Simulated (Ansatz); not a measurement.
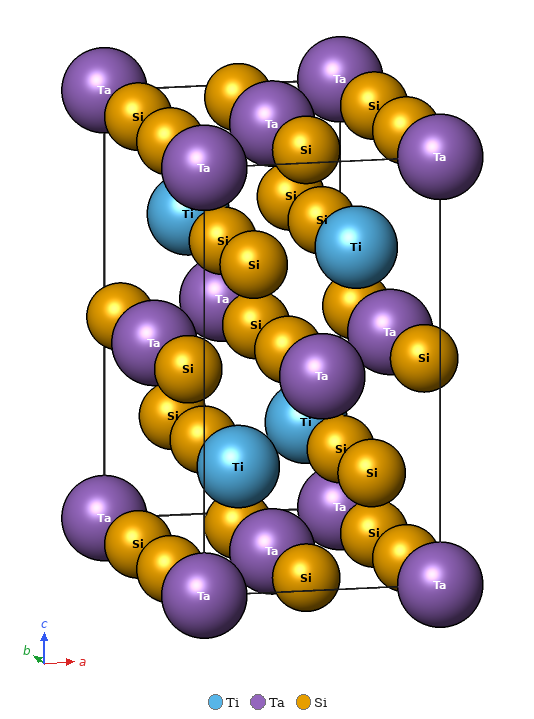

View slightly off an axis, drawn as a spheres-only model. Thin lines show the conventional unit cell, with boundary atoms drawn in all their periodic places.

TaTiSi4, space group F222 (No. 22), a = 4.813 Å, b = 8.328 Å, c = 8.635 Å, α = 90.00°, β = 90.00°, γ = 90.00°. Origin of the cell: a structure type filled with these elements by a generator (whether the compound takes this form wasn't checked). Earlier steps of the study, as a rule a relaxation of our own, may have changed the cell and positions, so they can lie some per cent off the listed ones. A calculation with Ansatz used it as input.

This one geometry was computed with Ansatz (DFT, plane waves, PAW) at four levels of theory: PBE, PBE with spin-orbit coupling, PBEsol and r2SCAN.

**Which level gives the highest pressure at this volume, and what does that say about its equilibrium volume?**

Highest: PBE (0.0 GPa) and PBE with spin-orbit coupling (-0.1 GPa), which points to the largest equilibrium volume. Lowest, with the smallest volume: PBEsol (-4.3 GPa). Levels within 0.5 GPa of each other can't be told apart.

**How does the band gap change with the level of theory?**

All levels give a metal.

**Collect the results in a table.**

| level | cutoff (eV) | k-mesh of the run's cell | gap (eV) | pressure (GPa) |
| --- | --- | --- | --- | --- |
| PBE | 420 | 10×10×10 | metal | 0.0 |
| PBE with spin-orbit coupling | 420 | 10×10×10 | metal | -0.1 |
| PBEsol | 420 | 10×10×10 | metal | -4.3 |
| r2SCAN | 500 | 10×10×10 | metal | -2.8 |

Gaps are taken on the k-mesh or band path of each run.
